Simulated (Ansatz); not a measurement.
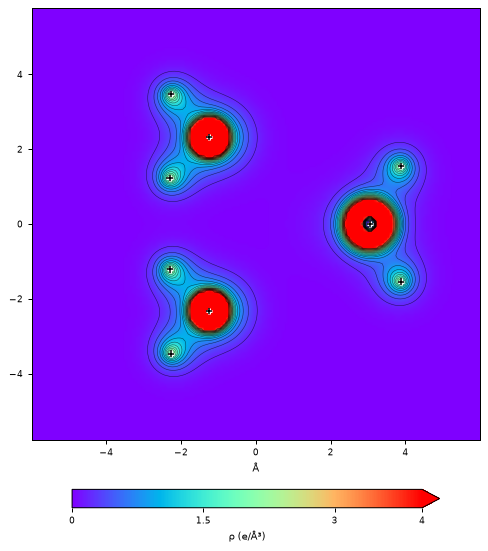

The electron density on a plane through atoms (crosses mark nuclei in the plane).

The calculation used RKS PBE0-D4/def2-TZVP (Ansatz).

Candidates:
A. Al7H20N7
B. As4H16In5 (charge −1)
C. H16In5P4 (charge −1)

Question: Which candidate gave the map?

Answer: Candidate B: As4H16In5 on the plane of atoms H14, In3 and H15, which holds In, As and H. As–H (1.53 Å): the density is about 1.1 e/Å³ at the midpoint. In–H (1.75 Å): the density is about 1.1 e/Å³ at the midpoint.
